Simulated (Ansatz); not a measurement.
Molecular dynamics of C₂H₉AlFN (part 4 of 4)

The same run, continued: C₂H₉AlFN; RKS CAM-B3LYP-D4/cc-pVDZ (Ansatz 0.2.0). It belongs to a series of runs on one base structure; here: dynamics from the highest image of the converged band.

Geometry of the input (Å):
```
Al -0.6772  0.1907  -0.0610
N  0.4624  1.2294  -1.2011
C  -1.0843  -1.6562  -0.5004
F  -1.8658  1.2170  0.5899
H  0.9931  0.9183  0.0021
C  1.0201  0.3495  1.2965
H  0.9025  0.8617  -2.0442
H  0.2533  2.2187  -1.3405
H  -0.2161  -2.1845  -0.9273
H  -1.4098  -2.2193  0.3893
H  -1.9023  -1.7127  -1.2377
H  1.8620  -0.3560  1.2193
H  1.3597  1.2605  1.8140
H  0.3023  -0.1172  2.0014
```

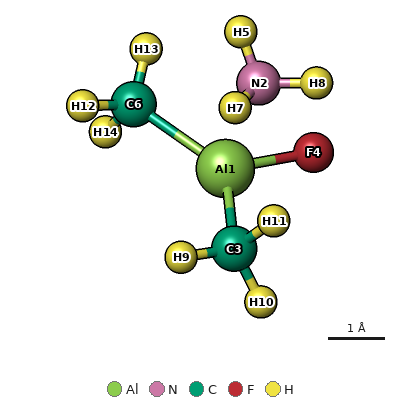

*The geometry at step 150 of the log (ball-and-stick view, seen at a tilt; atoms are numbered from 1 in the order of the input).*

### Trajectory as extended XYZ, continued
```
14
Properties=species:S:1:pos:R:3:forces:R:3 step=100 time_fs=50.0 energy=-13024.87091 temperature=649.4
Al   -0.6074    0.1329    0.3657   -2.7120  -0.4701  -2.3292
N     0.6546    1.2232   -1.6013   -0.6597   0.2757   0.5219
C    -1.0832   -1.4797   -0.7412   -0.2326   0.2816   0.6010
F    -1.9884    1.1707    0.5549    0.7467  -0.2495  -0.1852
H     1.5297    1.7432   -1.7604   -0.4449  -0.0455   0.3223
C     0.8348    0.3153    1.4308    2.8891  -1.0822   0.9530
H     0.6862    0.4464   -2.2387    0.1383  -0.7681  -0.4222
H    -0.1259    1.7799   -1.9657    0.2559   0.2743   0.0307
H    -0.2543   -2.2052   -0.8134   -0.0268   0.0601  -0.1586
H    -1.9146   -2.0083   -0.2250    0.2142   0.0810   0.0186
H    -1.4992   -1.2730   -1.7427    0.2458   0.0916  -0.0327
H     1.6119   -0.2851    0.8473   -0.4113   1.0675   0.1892
H     1.0477    1.3838    1.4202    0.6088   0.3056   0.0619
H     1.0301   -0.0983    2.4234   -0.6117   0.1781   0.4293
14
Properties=species:S:1:pos:R:3:forces:R:3 step=106 time_fs=53.0 energy=-13024.94174 temperature=696.8
Al   -0.6295    0.1171    0.3877   -1.0590  -0.2838  -1.8525
N     0.6404    1.2253   -1.6339    2.1592  -0.1238  -0.5967
C    -1.0720   -1.4545   -0.7475   -0.5022   0.1963   0.4624
F    -1.9784    1.1664    0.5392    0.3332  -0.0271  -0.0439
H     1.5612    1.7912   -1.8454   -2.4036  -1.1516   0.7853
C     0.8736    0.3210    1.4543    1.3605  -1.9684   0.5830
H     0.7219    0.4165   -2.2886   -0.1768   0.5518   0.5610
H    -0.1433    1.7601   -1.9856   -0.2058   0.5011  -0.3397
H    -0.2755   -2.2091   -0.8341    0.0542   0.0638  -0.1537
H    -1.9377   -1.9633   -0.2771    0.1375  -0.0470   0.0878
H    -1.4719   -1.1859   -1.7417    0.3025   0.0482  -0.0534
H     1.6860   -0.2503    0.9133   -0.4135   0.7297   0.2631
H     1.0941    1.3608    1.4985    0.6303   1.2296   0.2205
H     0.8826   -0.1323    2.4592   -0.2166   0.2812   0.0770
14
Properties=species:S:1:pos:R:3:forces:R:3 step=112 time_fs=56.0 energy=-13025.04355 temperature=761.2
Al   -0.6550    0.1004    0.4037    0.7715   0.0580  -1.2828
N     0.6356    1.2266   -1.6693   -2.3649  -1.3733   0.0667
C    -1.0641   -1.4279   -0.7506   -0.4226  -0.0280   0.1096
F    -1.9669    1.1621    0.5234   -0.1630   0.2606   0.0873
H     1.4282    1.7648   -1.8713    1.7519   1.3658   0.0223
C     0.9215    0.3156    1.4830   -1.1374   1.3319   1.6425
H     0.7434    0.4197   -2.3015   -0.3483   0.1751   0.2194
H    -0.1680    1.7738   -2.0280    0.4229  -0.3691   0.0467
H    -0.2928   -2.2068   -0.8674    0.0442   0.1600  -0.0477
H    -1.9501   -1.9226   -0.3222   -0.0846  -0.1955   0.0869
H    -1.4194   -1.0947   -1.7445    0.2255  -0.0088   0.0300
H     1.7374   -0.1625    0.9952    1.0553  -0.7602  -0.4164
H     1.1866    1.4154    1.5932   -0.3080  -1.0695   0.1063
H     0.7196   -0.1413    2.4983    0.5573   0.4530  -0.6709
14
Properties=species:S:1:pos:R:3:forces:R:3 step=119 time_fs=59.5 energy=-13024.90513 temperature=671.3
Al   -0.6813    0.0813    0.4173    2.5269   0.4188  -0.7301
N     0.6156    1.2202   -1.7093   -0.0549   1.1218   0.7647
C    -1.0591   -1.3976   -0.7532   -0.5621  -0.4995  -0.1390
F    -1.9545    1.1587    0.5055   -0.6635   0.5861   0.2061
H     1.4150    1.8496   -1.8891   -0.1561  -0.4677   0.3939
C     0.9690    0.3186    1.5289   -0.8655   0.8079  -0.2101
H     0.7379    0.4269   -2.3063    0.0723  -0.7183  -0.6725
H    -0.1659    1.7593   -2.0780   -0.3304  -0.1226  -0.1704
H    -0.3075   -2.1873   -0.9101    0.1002   0.1512   0.1160
H    -1.9707   -1.8939   -0.3684    0.0151  -0.0881  -0.1655
H    -1.3360   -0.9896   -1.7444   -0.0198  -0.0671   0.0893
H     1.8781   -0.1250    1.0650   -0.5531  -0.4549   0.5155
H     1.2646    1.3860    1.7142   -0.5544  -0.5500  -0.0238
H     0.5913   -0.1102    2.4844    1.0453  -0.1176   0.0260
14
Properties=species:S:1:pos:R:3:forces:R:3 step=125 time_fs=62.5 energy=-13024.56309 temperature=453.5
Al   -0.6955    0.0663    0.4264    3.3429   0.7435  -0.3023
N     0.5946    1.2183   -1.7391    1.7115   0.8292  -0.2192
C    -1.0591   -1.3752   -0.7564   -0.6142  -0.7405  -0.3219
F    -1.9470    1.1585    0.4911   -0.8511   0.7217   0.2646
H     1.4334    1.9137   -1.8799   -1.8316  -1.9683   0.4082
C     1.0022    0.3271    1.5677   -0.7624  -1.2592  -1.7084
H     0.7343    0.3884   -2.3547    0.1185   0.8640   0.3799
H    -0.1853    1.7321   -2.1340   -0.4200   0.0975  -0.2450
H    -0.3108   -2.1571   -0.9372    0.1902   0.0179   0.1909
H    -1.9882   -1.8784   -0.4214    0.0616  -0.0083  -0.2843
H    -1.2649   -0.9054   -1.7366   -0.2091  -0.1040   0.0739
H     1.9656   -0.1403    1.1602   -1.4447  -0.0844   0.6885
H     1.2859    1.3181    1.8188   -0.0142   1.5908   0.1686
H     0.5719   -0.0922    2.4723    0.7226  -0.7000   0.9064
14
Properties=species:S:1:pos:R:3:forces:R:3 step=131 time_fs=65.5 energy=-13024.67281 temperature=521.9
Al   -0.6991    0.0537    0.4344    3.4467   1.0548   0.0996
N     0.5808    1.2208   -1.7697   -3.0146  -1.4791  -0.1213
C    -1.0632   -1.3580   -0.7620   -0.3023  -0.7856  -0.5485
F    -1.9432    1.1615    0.4779   -0.7220   0.6467   0.2978
H     1.3314    1.8413   -1.8391    1.8247   1.2253  -0.0982
C     1.0288    0.3292    1.5966   -2.2906   0.3005   0.3137
H     0.7416    0.4073   -2.3806    0.2236   0.3942   0.2251
H    -0.2312    1.7077   -2.2049    0.6002  -0.3068   0.3666
H    -0.2990   -2.1245   -0.9483    0.1134  -0.0112   0.1898
H    -2.0022   -1.8650   -0.4973   -0.1139  -0.0961  -0.1901
H    -1.2109   -0.8303   -1.7227   -0.2551  -0.1555   0.0301
H     1.9477   -0.1688    1.3063    0.1937  -0.5106  -0.2696
H     1.2977    1.3523    1.9306   -0.3016  -0.0565  -0.4432
H     0.6173   -0.1258    2.5246    0.5977  -0.2201   0.1482
14
Properties=species:S:1:pos:R:3:forces:R:3 step=138 time_fs=69.0 energy=-13024.62458 temperature=490.8
Al   -0.6896    0.0433    0.4442    2.8586   1.3185   0.3571
N     0.5458    1.2154   -1.8051    0.1403   0.3758   1.2317
C    -1.0709   -1.3452   -0.7734   -0.1879  -0.7874  -0.5308
F    -1.9428    1.1686    0.4642   -0.2714   0.3462   0.3229
H     1.3589    1.8519   -1.7931   -0.6055  -0.2261  -0.0189
C     1.0397    0.3336    1.6332   -2.0110   0.0807   1.5096
H     0.7787    0.4504   -2.4019    0.4343  -0.8769  -0.5762
H    -0.2383    1.6606   -2.2587   -0.2643   0.5816  -0.1728
H    -0.2747   -2.0873   -0.9418   -0.0649  -0.0173   0.0748
H    -2.0284   -1.8592   -0.6054    0.0158  -0.0833  -0.0245
H    -1.1740   -0.7598   -1.7041   -0.1491  -0.2001  -0.0806
H     1.9427   -0.2505    1.4486    0.3556   0.1376  -0.7716
H     1.2821    1.3861    2.0120   -0.2269  -1.1022  -0.8529
H     0.7288   -0.1839    2.5994   -0.0236   0.4529  -0.4679
14
Properties=species:S:1:pos:R:3:forces:R:3 step=144 time_fs=72.0 energy=-13024.45492 temperature=383.2
Al   -0.6714    0.0389    0.4537    2.0001   1.4179   0.3114
N     0.5129    1.2096   -1.8288    2.4425  -0.0945   0.3378
C    -1.0790   -1.3402   -0.7873   -0.2969  -0.5843  -0.3539
F    -1.9439    1.1765    0.4541    0.2046   0.0191   0.3470
H     1.3750    1.8758   -1.7593   -2.2280  -1.2782  -0.2230
C     1.0333    0.3369    1.6749   -0.6762  -2.8220   0.0391
H     0.8409    0.4333   -2.4544   -0.4088   0.8045   0.6439
H    -0.2541    1.6617   -2.3133   -0.0272   0.4407  -0.2101
H    -0.2582   -2.0579   -0.9291   -0.0927  -0.1365  -0.0878
H    -2.0496   -1.8618   -0.7008    0.2554  -0.0116   0.1607
H    -1.1566   -0.7177   -1.6949   -0.0113  -0.2173  -0.1441
H     1.9683   -0.3098    1.5013   -0.8428   1.2852  -0.7857
H     1.2502    1.3347    2.0103    0.3825   0.8973  -0.1818
H     0.8248   -0.1993    2.6294   -0.7011   0.2796   0.1466
14
Properties=species:S:1:pos:R:3:forces:R:3 step=150 time_fs=75.0 energy=-13024.60461 temperature=478.5
Al   -0.6469    0.0390    0.4642    0.9933   1.3678   0.0810
N     0.4915    1.2030   -1.8504   -2.1374  -1.5967  -0.4815
C    -1.0890   -1.3394   -0.8038    0.0832  -0.1643  -0.1895
F    -1.9440    1.1845    0.4456    0.6560  -0.2797   0.3826
H     1.2389    1.8189   -1.7386    1.6062   1.7537   0.3766
C     1.0210    0.3223    1.7174   -0.9469  -1.7100  -0.5051
H     0.8744    0.4666   -2.4652   -0.4567   0.2412   0.2058
H    -0.2671    1.6945   -2.3796    0.8641  -0.4977   0.5173
H    -0.2496   -2.0397   -0.9236   -0.1138  -0.2022  -0.1965
H    -2.0521   -1.8668   -0.7822    0.0785  -0.1102   0.3465
H    -1.1405   -0.6943   -1.6975    0.0692  -0.2265  -0.1331
H     1.9356   -0.2717    1.4860   -0.1276   0.6741  -0.8541
H     1.2457    1.3434    1.9873    0.2592   0.6997  -0.1513
H     0.8643   -0.1911    2.6714   -0.8273   0.0509   0.6012
14
Properties=species:S:1:pos:R:3:forces:R:3 step=156 time_fs=78.0 energy=-13024.74133 temperature=566.1
Al   -0.6191    0.0435    0.4750   -0.0104   1.2139  -0.2646
N     0.4610    1.1891   -1.8731   -0.1415   0.7574   1.6919
C    -1.0983   -1.3398   -0.8215    0.6065   0.0564   0.0180
F    -1.9412    1.1912    0.4388    1.0051  -0.4983   0.4200
H     1.1924    1.8725   -1.6912    0.1868   0.1328   0.1488
C     1.0014    0.2966    1.7573   -1.4069   1.2017   0.2403
H     0.8780    0.5126   -2.4659    0.4546  -1.0281  -0.9013
H    -0.2243    1.6966   -2.4137   -0.5198   0.0765  -0.2662
H    -0.2512   -2.0381   -0.9342   -0.1670  -0.1657  -0.1984
H    -2.0480   -1.8807   -0.8346   -0.1120  -0.1241   0.4285
H    -1.1195   -0.6902   -1.7116    0.0206  -0.1933  -0.1226
H     1.8957   -0.1800    1.3982    0.7650  -0.3951  -0.6223
H     1.2592    1.3992    1.9508   -0.4552  -1.2822  -0.2918
H     0.8381   -0.1746    2.7538   -0.2258   0.2480  -0.2804
14
Properties=species:S:1:pos:R:3:forces:R:3 step=162 time_fs=81.0 energy=-13024.58281 temperature=465.1
Al   -0.5913    0.0519    0.4848   -0.8377   0.9257  -0.6415
N     0.4292    1.1776   -1.8873    2.4671   1.2472   1.0965
C    -1.1035   -1.3400   -0.8392    0.6898  -0.0360   0.2145
F    -1.9338    1.1957    0.4339    1.2099  -0.6025   0.4439
H     1.1738    1.9452   -1.6339   -1.5208  -1.9549  -0.6561
C     0.9733    0.2772    1.7972    0.0167   0.6212  -1.2804
H     0.9041    0.4981   -2.5200   -0.2951   0.6394   0.5290
H    -0.2152    1.7009   -2.4649   -0.5785   0.0517  -0.2511
H    -0.2664   -2.0510   -0.9613   -0.1176  -0.1434  -0.1150
H    -2.0504   -1.9030   -0.8508    0.0689   0.1509   0.4167
H    -1.0974   -0.7024   -1.7363   -0.1296  -0.1378  -0.1008
H     1.8988   -0.1112    1.2680   -0.7850  -0.2704   0.8231
H     1.2383    1.3653    1.8935   -0.5282  -0.5107   0.1552
H     0.7920   -0.1404    2.8167    0.3401   0.0197  -0.6339
14
Properties=species:S:1:pos:R:3:forces:R:3 step=169 time_fs=84.5 energy=-13024.43264 temperature=368.3
Al   -0.5624    0.0653    0.4937   -1.5403   0.3917  -1.0544
N     0.4062    1.1726   -1.8971   -1.8282  -0.9267  -1.2075
C    -1.1032   -1.3406   -0.8579    0.8492  -0.0453   0.3571
F    -1.9183    1.1975    0.4308    1.2711  -0.5765   0.4523
H     1.0343    1.8691   -1.6201    1.7023   1.4804   0.5569
C     0.9394    0.2590    1.8311   -0.1576  -0.3792  -2.9098
H     0.9096    0.5339   -2.5369   -0.1365   0.3028   0.4701
H    -0.2511    1.6973   -2.5333    0.4351  -0.7927   0.9239
H    -0.2957   -2.0815   -1.0044   -0.0038  -0.0972   0.0272
H    -2.0471   -1.9124   -0.8252    0.0435   0.3169   0.3286
H    -1.0867   -0.7317   -1.7749   -0.2971  -0.0894   0.0009
H     1.8309   -0.0669    1.2014   -0.5988  -0.6531   1.2955
H     1.1640    1.2990    1.8446   -0.1067   1.6226   0.4896
H     0.7712   -0.1046    2.8366    0.3679  -0.5544   0.2696
14
Properties=species:S:1:pos:R:3:forces:R:3 step=175 time_fs=87.5 energy=-13024.53278 temperature=431.8
Al   -0.5428    0.0782    0.4976   -1.9219  -0.1106  -1.4286
N     0.3793    1.1654   -1.9100   -0.1700   0.5061   1.7132
C    -1.0963   -1.3414   -0.8711    1.0511   0.0087   0.4764
F    -1.8988    1.1963    0.4303    1.1611  -0.4448   0.4393
H     1.0161    1.8828   -1.5785    0.2662   0.3178  -0.0545
C     0.9086    0.2431    1.8400   -1.5481   2.0081  -0.9399
H     0.9080    0.5874   -2.5154    0.9190  -1.0765  -0.7375
H    -0.2598    1.6371   -2.5258   -0.7894   0.3875  -0.1653
H    -0.3223   -2.1164   -1.0396    0.0165   0.0124   0.1257
H    -2.0411   -1.8929   -0.7721   -0.1606   0.2319   0.2533
H    -1.1038   -0.7651   -1.8087   -0.3296  -0.0212   0.0653
H     1.7283   -0.0888    1.2514    1.4930  -1.0994  -0.0656
H     1.0840    1.3515    1.8452   -0.1886  -0.4138   0.4237
H     0.7872   -0.1173    2.8643    0.2013  -0.3062  -0.1054
14
Properties=species:S:1:pos:R:3:forces:R:3 step=181 time_fs=90.5 energy=-13024.55633 temperature=447.7
Al   -0.5294    0.0908    0.4969   -1.9451  -0.6688  -1.8853
N     0.3516    1.1596   -1.9148    2.8104   0.8463   1.4218
C    -1.0822   -1.3422   -0.8808    0.6511  -0.0141   0.6635
F    -1.8740    1.1930    0.4319    0.8752  -0.1942   0.4125
H     1.0276    1.9306   -1.5411   -1.5925  -1.4214  -1.1288
C     0.8686    0.2396    1.8411   -0.1528   1.4616  -0.1635
H     0.9603    0.5759   -2.5322   -0.6114   0.4126   0.5860
H    -0.3238    1.6004   -2.5235   -0.3630   0.3539  -0.1031
H    -0.3476   -2.1507   -1.0645    0.0269   0.0624   0.1584
H    -2.0455   -1.8526   -0.6975    0.0479   0.2235   0.1376
H    -1.1483   -0.8004   -1.8369   -0.2319   0.0355   0.1260
H     1.7271   -0.1928    1.3118    0.4666   0.0402   0.2356
H     0.9923    1.3802    1.8810    0.2390  -1.2573   0.1965
H     0.8185   -0.1552    2.8821   -0.2205   0.1198  -0.6572
14
Properties=species:S:1:pos:R:3:forces:R:3 step=188 time_fs=94.0 energy=-13024.50847 temperature=417.2
Al   -0.5213    0.1026    0.4884   -1.4977  -1.3265  -2.3553
N     0.3360    1.1581   -1.9111   -1.2934  -1.1608  -0.7569
C    -1.0603   -1.3430   -0.8860   -0.0640   0.1822   0.8661
F    -1.8402    1.1882    0.4361    0.3076   0.2470   0.3540
H     0.9122    1.8817   -1.5932    1.1184   1.9601   0.5275
C     0.8216    0.2456    1.8399    1.7220  -1.8440  -0.6291
H     0.9657    0.5919   -2.5036   -0.6349   0.0978   0.1557
H    -0.4185    1.5818   -2.5166    1.0552  -0.6432   0.8531
H    -0.3737   -2.1849   -1.0769    0.0572   0.0199   0.1264
H    -2.0430   -1.7827   -0.5967    0.3206   0.0694  -0.0215
H    -1.2235   -0.8384   -1.8550    0.0042   0.0294   0.2372
H     1.7641   -0.2996    1.4063   -1.1402   1.4531   0.3728
H     0.9158    1.3112    1.9451    0.8366   0.9591   0.1494
H     0.8273   -0.1916    2.8449   -0.7917  -0.0436   0.1206
14
Properties=species:S:1:pos:R:3:forces:R:3 step=194 time_fs=97.0 energy=-13024.64979 temperature=507.0
Al   -0.5197    0.1083    0.4730   -0.7487  -1.5924  -2.5136
N     0.3188    1.1526   -1.9092    0.2622   0.9438   2.6280
C    -1.0415   -1.3425   -0.8838   -0.1888   0.3512   0.9556
F    -1.8097    1.1853    0.4414   -0.3310   0.6801   0.2844
H     0.8682    1.9599   -1.6187    0.1070   0.2173  -0.0883
C     0.7930    0.2404    1.8349    0.8106  -0.4363   0.3017
H     0.9215    0.6104   -2.4686    0.8020  -1.0690  -1.0794
H    -0.4296    1.5215   -2.4513   -0.9543   0.1795  -0.6763
H    -0.3913   -2.2116   -1.0755    0.0225   0.0605   0.1013
H    -2.0153   -1.7168   -0.5106    0.0995  -0.2572  -0.0247
H    -1.2889   -0.8678   -1.8500    0.1854   0.0500   0.1758
H     1.7133   -0.2743    1.5161    0.3882   0.6170  -0.6172
H     0.9203    1.3079    2.0133    0.5992   0.4028   0.0337
H     0.7648   -0.2252    2.8178   -1.0539  -0.1476   0.5190
14
Properties=species:S:1:pos:R:3:forces:R:3 step=200 time_fs=100.0 energy=-13024.69724 temperature=539.0
Al   -0.5204    0.1089    0.4496    0.2067  -1.5567  -2.4812
N     0.3030    1.1512   -1.8945    2.0001   1.7004   1.3393
C    -1.0240   -1.3395   -0.8747   -0.2973   0.2298   1.0337
F    -1.7806    1.1854    0.4481   -0.9623   1.0704   0.2270
H     0.8415    2.0639   -1.6477   -0.9535  -1.9728  -0.8105
C     0.7698    0.2325    1.8328   -0.1273   1.6034   1.9886
H     0.9179    0.5646   -2.4994   -0.6129   0.6435   0.4935
H    -0.5001    1.4664   -2.4271   -0.2663  -0.1184  -0.2145
H    -0.4068   -2.2328   -1.0653    0.0190   0.1301   0.0870
H    -1.9785   -1.6719   -0.4269   -0.0665  -0.4339  -0.0555
H    -1.3393   -0.8928   -1.8306    0.2359   0.0849   0.0232
H     1.6992   -0.2001    1.5773    1.6531  -0.5112  -0.8702
H     0.9723    1.3333    2.0827   -0.1996  -1.1742  -0.2749
H     0.6165   -0.2666    2.8235   -0.6288   0.3046  -0.4857
```

### Results in brief

| quantity | value |
| --- | --- |
| outcome | finished |
| mean temperature over the second half | 513 K |
| trajectory | 200 steps, 100 fs |
| ensemble | nve |
| temperature in the input | 300.0 K |
| time step | 0.5 fs |
| potential energy (last step) | −13024.6974 eV |
| mean-field energy (last step) | −13024.5003 eV |
| largest force (length of the vector) (last step) | 2.947 eV/Å |
| hardware | 4 threads of Arm Neoverse N1, 16 GiB of memory available, shared host |
| wall time | 12 min (CPU time 46 min) |
| peak memory | 0.35 GiB |

### Remarks

So short a trajectory is not equilibrated.
